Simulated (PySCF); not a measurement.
**C3H9ClOSi2: density, localisation and related maps**

```xyz
16

C     1.4651    0.0069   -1.7956
C     1.5063    0.5256   -0.5764
Si    0.0928    0.4107    0.6793
O    -1.3257    0.0126   -0.0130
C    -2.0543    0.7110   -0.9774
Si    0.2551   -1.3681    2.1272
Cl    1.9173   -1.0963    3.2594
H     0.5902   -0.5083   -2.1614
H     2.2930    0.0670   -2.4864
H     2.4203    1.0176   -0.2647
H     0.0147    1.7618    1.2743
H    -1.4159    1.0284   -1.8037
H    -2.5162    1.5966   -0.5353
H    -2.8354    0.0508   -1.3558
H     0.4225   -2.6948    1.5227
H    -0.8375   -1.5125    3.0955
```

Geometry: GFN2-xTB.

Computed with PySCF 2.14.0, B3LYP/def2-SVPD, SCF density, gas phase.

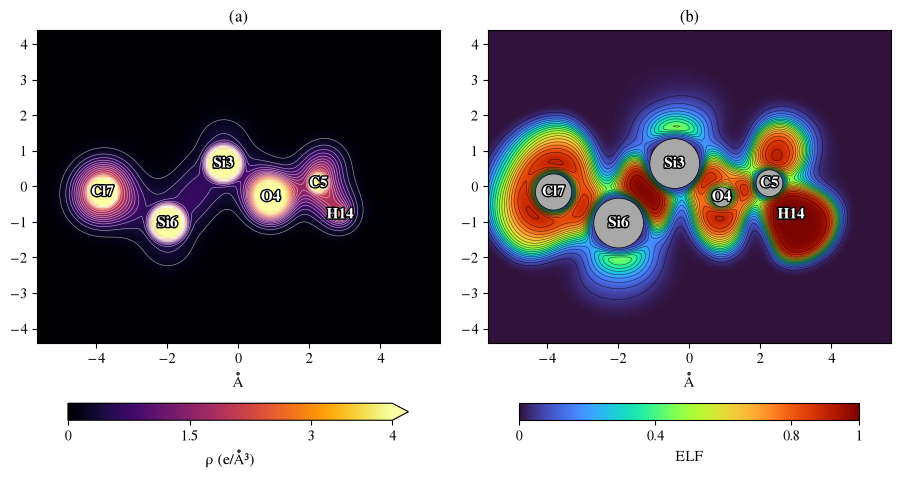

Figure 1. (a) total electron density; (b) electron localisation function on the plane of atoms Si3, Si6 and Cl7. Grey discs cover the atomic cores in the ELF map.

Question: Interpret the plot.

Answer: The section cuts through Si, O, C, Cl and H sites. C–O (1.40 Å): ρ at the midpoint is about 2.1 e/Å³, with its minimum of 1.7 e/Å³ about 0.5 Å from C; the ELF peaks at about 0.90 between the atoms (a shared but strongly polarised pair). Si–O (1.63 Å): the density is about 1.1 e/Å³ at the midpoint; the ELF peaks at about 0.85 between the atoms: a short, strongly polar bond. Si–Cl (2.03 Å): ρ at the midpoint is about 0.89 e/Å³; the ELF peaks at about 0.90 between the atoms (a shared but strongly polarised pair). Si–Si (2.30 Å): the density is about 0.72 e/Å³ at the midpoint; the ELF peaks at about 1 between the atoms (localised, covalent bonding). C–H (1.09 Å): ρ at the midpoint is about 2 e/Å³; the ELF climbs to about 1 towards the hydrogen, as it does in any bond to H; a covalent bond by its length. The ELF also peaks beside O4 and Cl7, away from the bonds: lone-pair regions.

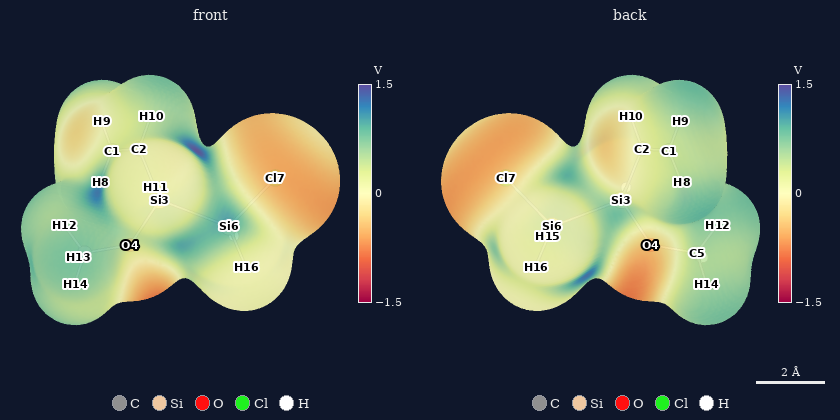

Figure 2. The molecular electrostatic potential painted on the density surface at 0.002 e/bohr³, seen from the front and from behind; red is negative and blue positive.

Question: Describe the electrostatic potential map.

Answer: The most negative region (about −0.8 V) lies over O4, the most positive (about +1.3 V) over Si3 and Si6.
